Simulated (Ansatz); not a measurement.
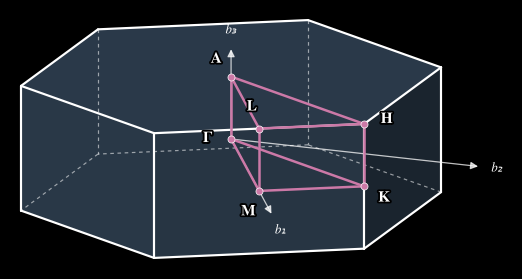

The first Brillouin zone and its special points. Crystal: B2O, a calculation's input that goes back to an entry of the Crystallography Open Database (an earlier step may have relaxed or displaced it). All values are computed from the atomic coordinates in the standard setting (tolerance 0.002 Å).

Space group P-3m1, No. 164; a = 2.879 Å, b = 2.879 Å, c = 7.052 Å, α = 90.00°, β = 90.00°, γ = 120.00°.

Labels and path follow the convention of Hinuma et al. (2017), as computed by seekpath; the arrows show the directions of the reciprocal primitive vectors b₁, b₂, b₃, in which coordinates are given; lengths include the factor 2π.

### List the special points with their coordinates and distances from Γ.

```json
{"point": "Γ", "k₁": "0", "k₂": "0", "k₃": "0", "length of k (1/Å)": "0.000"}
{"point": "A", "k₁": "0", "k₂": "0", "k₃": "1/2", "length of k (1/Å)": "0.445"}
{"point": "K", "k₁": "1/3", "k₂": "1/3", "k₃": "0", "length of k (1/Å)": "1.455"}
{"point": "H", "k₁": "1/3", "k₂": "1/3", "k₃": "1/2", "length of k (1/Å)": "1.522"}
{"point": "M", "k₁": "1/2", "k₂": "0", "k₃": "0", "length of k (1/Å)": "1.260"}
{"point": "L", "k₁": "1/2", "k₂": "0", "k₃": "1/2", "length of k (1/Å)": "1.336"}
```

### What is the zone's volume?

(2π)³ over the primitive cell's volume of 50.62 Å³: 4.9 Å⁻³.
